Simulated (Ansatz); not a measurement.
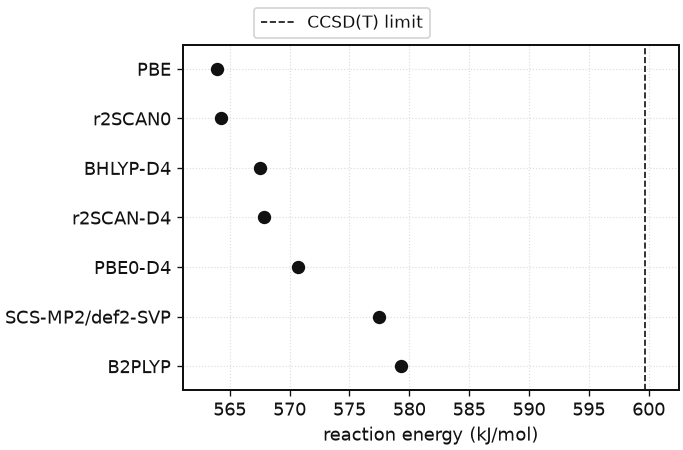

Electronic reaction energy of SiH₃O₃F (O[Si](O)(O)F) → HO ([OH]) [doublet] + SiH₂O₂F (O[Si](O)F) [doublet] (SMILES in brackets) at several levels (functionals in def2-TZVPP unless a basis is named), isolated molecules at PBE0-D4 triple-zeta geometries, minima by their frequencies, no zero-point or thermal terms, the Ansatz code. The line is frozen-core CCSD(T) at the basis limit (MP2 extrapolated from triple and quadruple zeta, plus CCSD(T) less MP2 in a smaller set). B2PLYP holds a correlation term that converges slowly with the basis, so part of the distance to the limit is basis error. No dispersion term is added to PBE, r2SCAN0 and B2PLYP. The distance of SCS-MP2/def2-SVP to the limit includes basis error. The limit lies 12.8 kJ/mol from CCSD(T)/def2-TZVPP, so the line itself is uncertain by a part of that.

Which level comes closest to the line (CCSD(T) limit), and which misses most?

Answer. Closest B2PLYP (579.3 kJ/mol), against 599.7 kJ/mol; farthest PBE (563.9 kJ/mol).

Give the values.

Answer.
```
           level  kJ/mol  less CCSD(T) limit
             PBE   563.9               −35.7
         r2SCAN0   564.3               −35.4
        BHLYP-D4   567.5               −32.1
       r2SCAN-D4   567.8               −31.8
         PBE0-D4   570.7               −29.0
SCS-MP2/def2-SVP   577.5               −22.2
          B2PLYP   579.3               −20.3
   CCSD(T) limit   599.7                 0.0
```
